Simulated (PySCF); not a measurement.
# [NO2]+ (SMILES O=[N+]=O): CCSDT/STO-6G

What is the vertical ionisation energy of [NO2]+ at CCSDT/STO-6G? 

The calculation is run with PySCF 2.14.0.

7 further runs of the same task are left out: 7 set aside as unsound or not needed.

## (1) The molecule

The species is [NO2]+ (3 atoms), meant as a singlet with charge +1. As SMILES, `O=[N+]=O`. Geometry: relaxed at PBE0-D4/def2-TZVP.

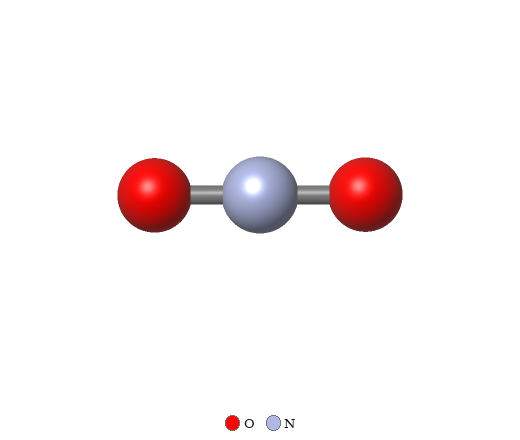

The structure, seen from a chosen angle (oxygen red, nitrogen light blue).

## (2) The energy at CCSDT/STO-6G

calc.py reads:

```python
from pyscf import gto, scf, cc

molecule = gto.Mole()
molecule.atom = '''
O     -1.082775     1.751814    -0.396049
N     -0.000019    -0.000019     0.000000
O      1.082794    -1.751795     0.396049
'''
molecule.unit = 'bohr'
molecule.basis = 'sto-6g'
molecule.charge = 1
molecule.max_memory = 1860
molecule.verbose = 3
molecule.build()

myscf = scf.RHF(molecule)
myscf.conv_tol = 1e-10
myscf.kernel()
if not myscf.converged:
    myscf = myscf.newton().run(myscf.mo_coeff, myscf.mo_occ)

mycc = cc.CCSDT(myscf, frozen=3)
mycc.kernel()
etot = mycc.e_tot
print(f'total energy: {etot:.8f} hartree')
```

On the command line:

```console
OMP_NUM_THREADS=1 python calc.py
```

What it wrote:

```text
converged SCF energy = -202.851056290823
_make_eris_incore_RCCSDT

WARN: A large `blksize` is being used, which may cause large memory consumption
      for storing contraction intermediates. If memory is sufficient, consider using
      `pyscf.cc.rccsdt_highm.RCCSDT` instead.

RCCSDT converged
E(RCCSDT) = -203.1256053234237   E_corr = -0.2745490326002288
E_corr(same-spin) = -0.0630214028601669
E_corr(oppo-spin) = -0.211527629740062
total energy: -203.12560532 hartree
```

It took 0.55 s on 1 thread of AMD EPYC 9R45 (Zen 5), shared host; peak memory 0.1 GiB.

## (3) Doublet [NO2]2+, same level

run.py reads:

```python
from pyscf import gto, cc

molecule = gto.M(
    atom='O -0.572980 0.927020 -0.209580; N -0.000010 -0.000010 -0.000000; O 0.572990 -0.927010 0.209580',
    charge=2,
    max_memory=1860,
    spin=1,
    basis='sto-6g',
    verbose=4,
)

calc0 = molecule.UHF()
calc0.conv_tol = 1e-10
calc0.kernel()
if not calc0.converged:
    calc0 = calc0.newton().run(calc0.mo_coeff, calc0.mo_occ)

mycc = cc.CCSDT(calc0, frozen=3)
mycc.kernel()
e_tot = mycc.e_tot
print(f'total energy: {e_tot:.8f} hartree')
```

On the command line:

```console
OMP_NUM_THREADS=1 python run.py
```

What it wrote:

```text
PySCF version 2.14.0

[INPUT] num. atoms = 3
[INPUT] num. electrons = 21
[INPUT] charge = 2
[INPUT] spin (= nelec alpha-beta = 2S) = 1
[INPUT] symmetry False subgroup None
[INPUT] Mole.unit = angstrom
[INPUT] Symbol           X                Y                Z      unit          X                Y                Z       unit  Magmom
[INPUT]  1 O     -0.572980000000   0.927020000000  -0.209580000000 AA   -1.082775274853   1.751813911994  -0.396048801186 Bohr   0.0
[INPUT]  2 N     -0.000010000000  -0.000010000000   0.000000000000 AA   -0.000018897261  -0.000018897261   0.000000000000 Bohr   0.0
[INPUT]  3 O      0.572990000000  -0.927010000000   0.209580000000 AA    1.082794172115  -1.751795014733   0.396048801186 Bohr   0.0

nuclear repulsion = 68.6641622036056
number of shells = 9
number of NR pGTOs = 90
number of NR cGTOs = 15
basis = sto-6g
ecp = {}

[... 19 lines left out ...]
WARN: beta  nocc = 10  HOMO -0.405493998596089 >= LUMO -0.405493998548939
[... 50 lines left out ...]
converged SCF energy = -202.020557910635  <S^2> = 0.96974783  2S+1 = 2.2088439
[... 17 lines left out ...]
WARN: A large `blksize_v_aaa` is being used, which may cause large memory consumption
[... 3 lines left out ...]
WARN: A large `blksize_v_aab` is being used, which may cause large memory consumption
[... 10 lines left out ...]
Init t2, MP2 energy = -0.187251012859628
[... 19 lines left out ...]
UCCSDT converged
[... 3 lines left out ...]
total energy: -202.25185693 hartree
```

Run time: 0.86 s. Hardware: 1 thread of AMD EPYC 9R45 (Zen 5), shared host; peak memory 0.12 GiB.

## (4) What came out

At CCSDT/STO-6G, 3 core orbitals frozen:

| quantity | value |
| --- | --- |
| singlet [NO2]+: total energy | -203.12561 Eh |
| singlet [NO2]+: HOMO energy (Hartree–Fock orbitals) | -24.04 eV |
| singlet [NO2]+: LUMO energy (Hartree–Fock orbitals) | -6.34 eV |
| singlet [NO2]+: HOMO–LUMO gap (Hartree–Fock orbitals) | 17.70 eV |
| singlet [NO2]+: correlation energy (3 core orbitals frozen) | -274.5 mEh |
| singlet [NO2]+: T1 diagnostic | 0.018 |
| doublet [NO2]2+: total energy | -202.25186 Eh |
| doublet [NO2]2+: HOMO energy (Hartree–Fock orbitals) (highest over α and β) | -36.49 eV |
| doublet [NO2]2+: LUMO energy (Hartree–Fock orbitals) (lowest over α and β) | -21.39 eV |
| doublet [NO2]2+: correlation energy (3 core orbitals frozen) | -231.3 mEh |
| doublet [NO2]2+: ⟨S²⟩ of the reference determinant | 0.970 |
| doublet [NO2]2+: T1 diagnostic | 0.040 |
| vertical ionisation energy (to the doublet dication) | 23.776 eV |

In words: Removing an electron at fixed nuclei costs 23.78 eV (548 kcal/mol). In a minimal basis such a difference can be off by several eV, whatever the method. ⟨S²⟩ (doublet [NO2]2+) is 0.97 where a pure doublet has 0.75: the reference is spin-contaminated.
